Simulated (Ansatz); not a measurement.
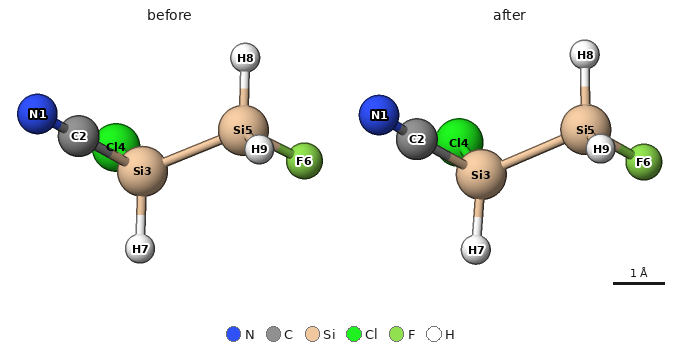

The structure of CH$_{3}$ClFNSi$_{2}$ (coarse preliminary run) before (left) and after (right) a relaxation, at one scale.

A ball-and-stick model, seen from a free direction.

The start comes from a force field.

Method: Ansatz 0.2.0, RKS PBE-D4/def2-SVP. Settings: force threshold 0.03 eV/Å; at most 200 steps.

Summarise the run.

The energy falls by 30.1 kJ/mol in 6 geometry steps. The largest force component goes from 3.5 to 0.029 eV/Å. The largest move after the best rigid fit is that of Cl4, 0.12 Å. Largest moves by element: Cl 0.12 Å, H 0.10 Å, Si 0.08 Å, C 0.07 Å, N 0.06 Å, F 0.05 Å. Some distances before and after: Si3–Si5 2.264 → 2.357 Å, Si3–Cl4 2.013 → 2.077 Å, Si5–H8 1.446 → 1.501 Å, Si5–H9 1.549 → 1.502 Å. Among the angles between lasting bonds that change: Cl4–Si3–Si5 115.0° → 109.7°, Cl4–Si3–H7 105.0° → 109.5°, H8–Si5–H9 107.1° → 111.3°.
